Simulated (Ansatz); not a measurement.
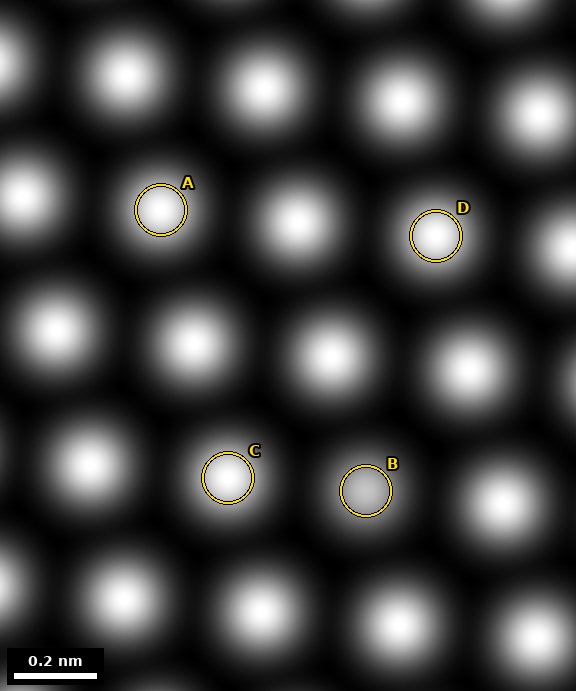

Dark-field STEM-like image of Yb (Fm-3m, No. 225) along [110]. Simulated incoherent Z contrast: every atom adds Z^1.8 spread by a probe of 1.30 Å full width; channelling and multiple scattering are left out. The display is stretched by a gamma of 0.65; percentages refer to the linear signal.

The sample is 3 repeats (11.6 Å) thick. One point defect was put into the perfect crystal, without relaxing the atoms around it. Brightness is counted from the darkest point of the image. Host structure: the geometry given to an electronic-structure calculation, possibly off equilibrium.

Q: Which ringed column holds the defect, and does it scatter more or less than its equals?

B; it scatters less. The column holds 3 atoms (Yb) through the sample, and one Yb atom is missing, so its peak drops to about 65 % of that of its equals.
